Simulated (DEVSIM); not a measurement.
Device: abrupt GaP n-p junction, at 300 K.

```
layer (left to right)  material  thickness (μm)  Nd (cm⁻³)  Na (cm⁻³)  τn (s)  τp (s)
---------------------  --------  --------------  ---------  ---------  ------  ------
1                           GaP           0.230     1.7e16          -  9.3e-7  9.3e-7
2                           GaP            31.0          -     2.3e14  9.3e-7  9.3e-7
```

Left contact: ohmic. Right contact: ohmic. Voltage is applied to the left contact. Recombination: SRH at mid-gap, radiative, Auger. Mobility is μmin + (μ − μmin)/(1 + (N/Nref)^α).

This is a model device: material constants are rounded textbook-type values typed into the input, and sizes, dopings and lifetimes were drawn at random. Values at 300 K.

```tsv
parameter	GaP
gap (eV)	2.26
affinity (eV)	3.8
permittivity	11.1
Nc (cm⁻³)	1.8e19
Nv (cm⁻³)	1.9e19
μn (cm²/Vs)	250
μp (cm²/Vs)	150
μn,min	10
μp,min	10
Nref,n	4.4e18
Nref,p	1e18
αn	0.8
αp	0.85
B (cm³/s)	1e-13
Cn (cm⁶/s)	1e-30
Cp (cm⁶/s)	1e-30
```

Simulated with DEVSIM: 1D drift-diffusion, Boltzmann statistics, complete ionisation; no tunnelling, impact ionisation, image-force lowering or self-heating.

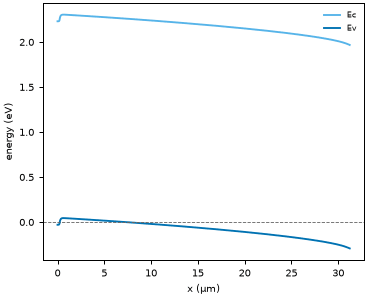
Fig. 1. Band edges at -2.05 V on the left contact

Energies count from the Fermi level of the right contact; mesh points crowd at the junctions.

```csv
x (μm),Ec (eV),Ev (eV),n (cm⁻³),p (cm⁻³),field (V/cm)
0.000,2.230,-0.030,1.7e16,< 1e2,≈ 0
0.02397,2.230,-0.030,1.7e16,6.1e12,≈ 0
0.06669,2.230,-0.030,1.7e16,1.7e13,36
0.1366,2.231,-0.029,1.6e16,3.6e13,410
0.2032,2.241,-0.019,1.1e16,7.4e13,3300
0.2284,2.253,-0.007,7.0e15,1.3e14,6500
0.2540,2.267,0.007,4.0e15,2.3e14,4700
0.3338,2.291,0.031,1.6e15,5.9e14,1700
0.4722,2.302,0.042,1.0e15,9.7e14,320
0.7604,2.304,0.044,8.8e14,1.1e15,-48
1.361,2.300,0.040,8.6e14,1.1e15,-64
3.277,2.288,0.027,8.2e14,1.1e15,-67
6.602,2.264,0.004,7.6e14,9.9e14,-72
13.53,2.211,-0.049,6.3e14,8.6e14,-85
24.38,2.101,-0.159,3.9e14,6.2e14,-130
27.95,2.050,-0.210,2.6e14,4.9e14,-170
29.73,2.015,-0.245,1.6e14,3.9e14,-230
30.52,1.994,-0.266,9.9e13,3.2e14,-310
30.98,1.978,-0.282,4.5e13,2.6e14,-400
31.12,1.972,-0.288,2.1e13,2.4e14,-430
31.19,1.969,-0.291,8.3e12,2.3e14,-440
31.23,1.967,-0.293,< 1e2,2.3e14,-440
```
